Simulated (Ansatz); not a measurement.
## Single-point calculation, with input and output: CH₅B₂

The run: single-point calculation of CH₅B₂, multiplicity 2. Method and program: UKS PBE0-D4/def2-TZVPP (Ansatz 0.2.0).

The geometry comes from this level: PBE0-D4/def2-TZVP.

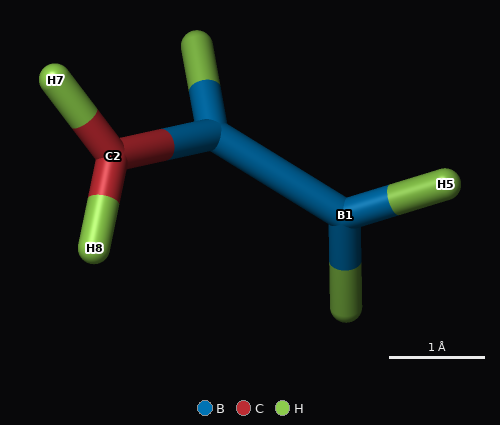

The input geometry (stick view, seen at a tilt; atoms are numbered from 1 in the order of the input). Bond lengths as drawn: B–B 1.65 Å, B–C 1.51 Å, B–H 1.20 to 1.21 Å and C–H 1.09 Å.

### The input
```yaml
crystal:
  periodic: [false, false, false]
  atoms:
    - {symbol: B, position_ang: [-0.945544, 0.808313, -0.738523]}
    - {symbol: C, position_ang: [0.863153, -1.022731, 0.458338]}
    - {symbol: B, position_ang: [0.126489, 0.299878, 0.403843]}
    - {symbol: H, position_ang: [-2.121988, 0.582579, -0.632249]}
    - {symbol: H, position_ang: [-0.625016, 1.471889, -1.685141]}
    - {symbol: H, position_ang: [0.341492, 1.100989, 1.284973]}
    - {symbol: H, position_ang: [1.840615, -1.130543, 0.922589]}
    - {symbol: H, position_ang: [0.481172, -1.942134, 0.021525]}
basis:
  gaussian: {orbitals: def2-TZVPP}
magnetization: {spin_polarized: true, initial_magnetization: 1}
hamiltonian: {xc: pbe0, dispersion: d4}
output: {orbitals: {seedname: orbitals}}
```

Run on 2 threads of Intel Xeon @ 2.50GHz, 11 GiB of memory available, shared host.

Launch command:
```bash
ansatz run in.yaml --threads 2 --pin off --events-out ev --progress --plain --max-ram 4352MiB
```

### Output
```
Functional definition: PBE0
  name "PBE0"
  cite "Adamo & Barone, J. Chem. Phys. 110, 6158 (1999) doi:10.1063/1.478522"
  cite "Perdew, Burke & Ernzerhof, Phys. Rev. Lett. 77, 3865 (1996) doi:10.1103/PhysRevLett.77.3865"
  parent pbe
  parameter a = 0.25
  parameter kappa = 0.804
  parameter beta = 0.06672455060314922
  exchange = (1 - a)*pbe_x(kappa = kappa, mu = beta*pi^2/3) + a*exact_x
  correlation = pbe_c(beta = beta)
813 factors; their error is unknown
mean field evaluation 1: about -2461.7692 eV, gradient 2.6e1 eV
mean field evaluation 2: about -2462.0920 eV, gradient 2.4e1 eV
mean field evaluation 4: about -2465.4389 eV, gradient 1.3e0 eV
mean field evaluation 8: about -2465.4419 eV, gradient 4.8e-2 eV
mean field evaluation 16: about -2465.4419 eV, gradient 6.1e-5 eV
mean field -2465.44189468 eV, -90.6033184931 hartree, gradient 3.0e-5 eV, S^2 0.756671; 0 other end points of the search recorded, 0 dependent functions left out
reference -2465.44192671 eV, -90.6033196699 hartree; 11, 10 occupied and 152, 153 virtual orbitals, 813 factors
Total energy: -2465.52139487 eV, -90.6062400710 hartree
```

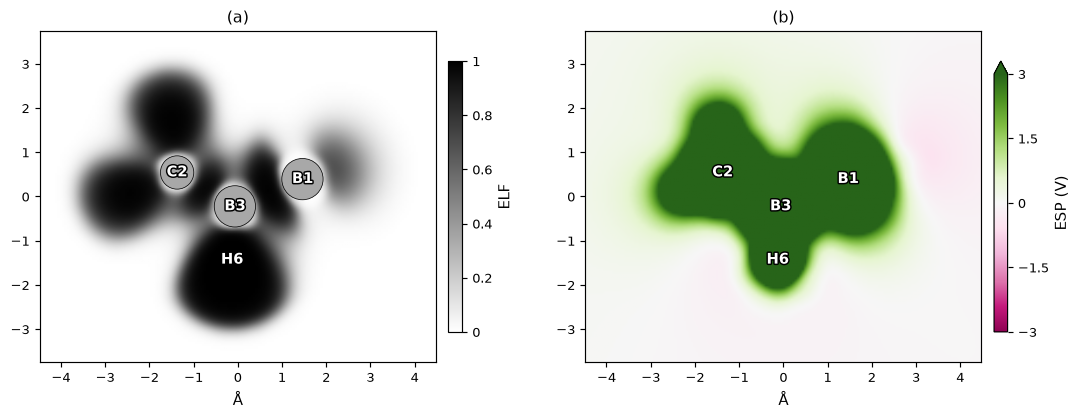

(a) ELF; (b) electrostatic potential on the plane of atoms C2, B3 and H6. Grey discs, where drawn, cover atomic cores. B–H (1.21 Å): the ELF climbs to about 1 towards the hydrogen, as it does in any bond to H; a covalent bond by its length.

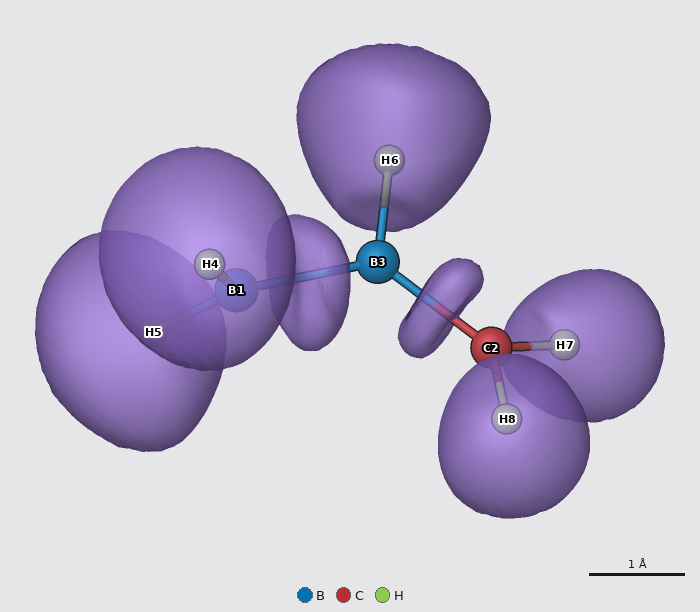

Isosurface of the ELF at 0.85 (purple), seen at an oblique angle. Only the valence region is drawn (cores and ρ < 0.01 e/Å³ removed).

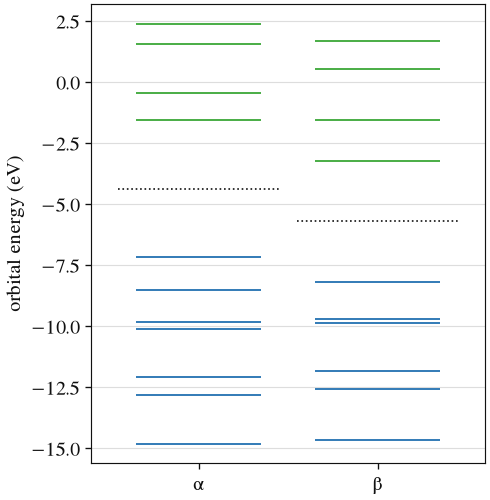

Orbital energies near the frontier for α and β spins; the dotted line parts filled from empty levels, and levels within 0.02 eV of each other stand side by side. α: highest filled −7.18 eV, lowest empty −1.58 eV, 5.60 eV apart; β: highest filled −8.17 eV, lowest empty −3.22 eV, 4.95 eV apart.

### Summary

```tsv
quantity	value
outcome	converged
total energy	−2465.5214 eV
mean-field energy	−2465.4419 eV
dispersion energy	−0.0795 eV
⟨S²⟩	0.757
SCF solution under orbital rotations	stable
HOMO (either spin)	−7.18 eV
LUMO (either spin)	−3.22 eV
wall time	4.2 s (CPU time 7.8 s)
peak memory	0.31 GiB
```
